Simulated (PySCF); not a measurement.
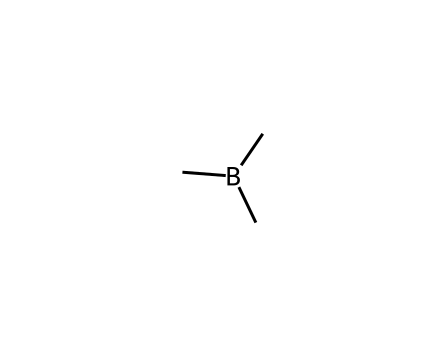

Skeletal drawing of a molecule.

> Give its SMILES.

CB(C)C

> Give the formula, hydrogens included.

C3H9B.

More results for the same structure follow; atom numbers are the same in all pictures, views and colours differ. Computed geometry: PBE0-D3(BJ)/def2-SVP optimisation. No frequency run is at hand to confirm it as a minimum.

**Shape**

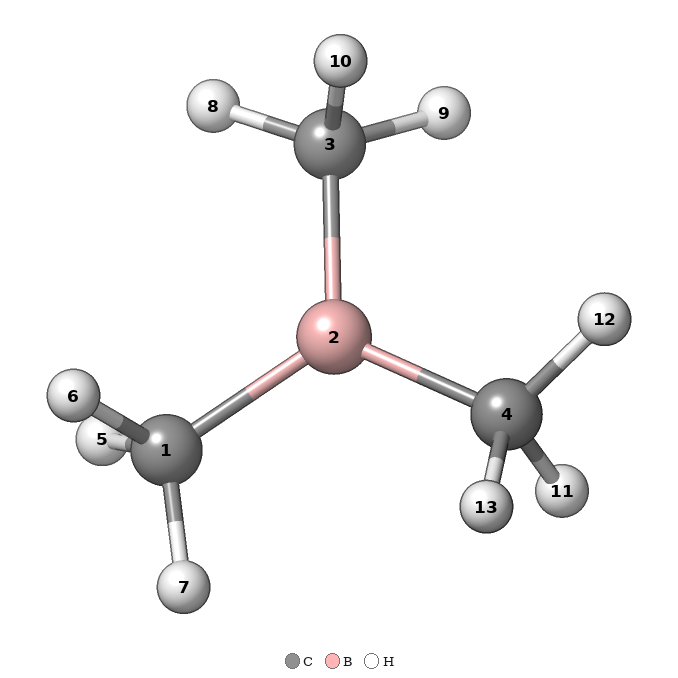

The atoms are numbered. No frequency run is at hand to confirm it as a minimum.

List the bonds and their lengths.

```json
{"bond": "C1–B2", "length (Å)": "1.574", "order": "single"}
{"bond": "C1–H5", "length (Å)": "1.103", "order": "single"}
{"bond": "C1–H6", "length (Å)": "1.107", "order": "single"}
{"bond": "C1–H7", "length (Å)": "1.100", "order": "single"}
{"bond": "B2–C3", "length (Å)": "1.575", "order": "single"}
{"bond": "B2–C4", "length (Å)": "1.573", "order": "single"}
{"bond": "C3–H8", "length (Å)": "1.100", "order": "single"}
{"bond": "C3–H9", "length (Å)": "1.103", "order": "single"}
{"bond": "C3–H10", "length (Å)": "1.107", "order": "single"}
{"bond": "C4–H11", "length (Å)": "1.109", "order": "single"}
{"bond": "C4–H12", "length (Å)": "1.100", "order": "single"}
{"bond": "C4–H13", "length (Å)": "1.102", "order": "single"}
```

**Core levels**

No frequency run is at hand to confirm it as a minimum. Method: delta-SCF UKS SCAN, pcX-2 on the ionised atom, pcseg-1 elsewhere, spin-free X2C (PySCF 2.14.0).

Give the core-electron binding energies (to vacuum) of C1 1s, B2 1s.

```json
{"atom": "C1", "level": "1s", "binding energy (eV)": "289.9"}
{"atom": "B2", "level": "1s", "binding energy (eV)": "195.5"}
```

**Levels of theory compared**

No frequency run is at hand to confirm it as a minimum. Program: PySCF 2.14.0.

Compare dipole (D) at these levels: B3LYP/pcJ-1; CAM-B3LYP/def2-SVPD; HF/pcSseg-2; PBE0/pcSseg-1.

| level | dipole (D) |
| --- | --- |
| B3LYP/pcJ-1 | 0.03 |
| CAM-B3LYP/def2-SVPD | 0.03 |
| HF/pcSseg-2 | 0.02 |
| PBE0/pcSseg-1 | 0.04 |

**NMR shielding**

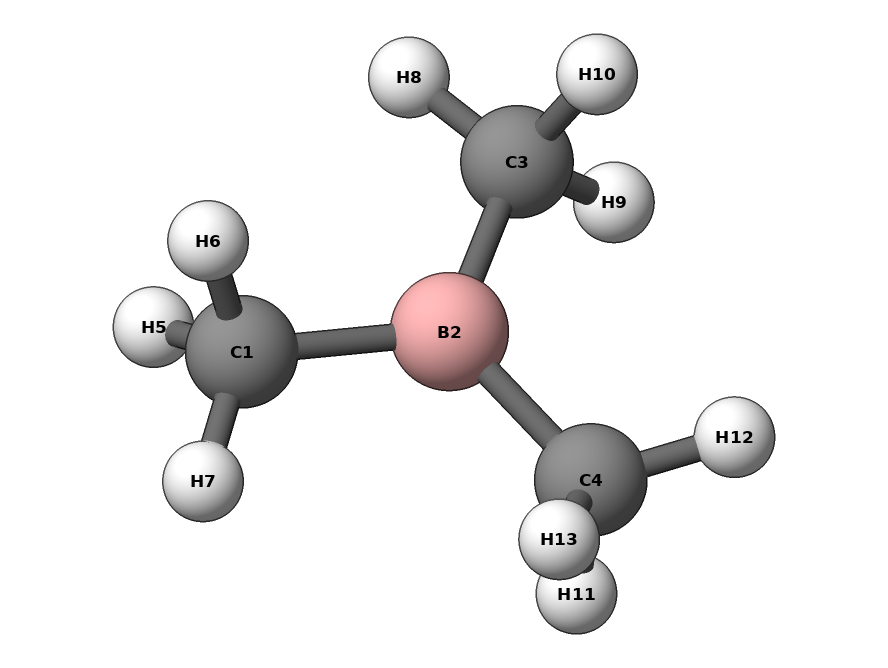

No frequency run is at hand to confirm it as a minimum. Properties computed with GIAO HF/pcSseg-2 NMR shielding, non-relativistic, gas phase (PySCF 2.14.0). Principal shieldings σ11 ≤ σ22 ≤ σ33, span Ω = σ33 − σ11, skew κ = 3(σiso − σ22)/Ω.

Give the shielding tensors of the B atoms.

| atom | σ11 | σ22 | σ33 | σiso | Ω | κ |
| --- | --- | --- | --- | --- | --- | --- |
| B2 | −17.1 | −15.0 | 127.0 | 31.6 | 144.2 | 0.97 |

Shieldings and span in ppm.
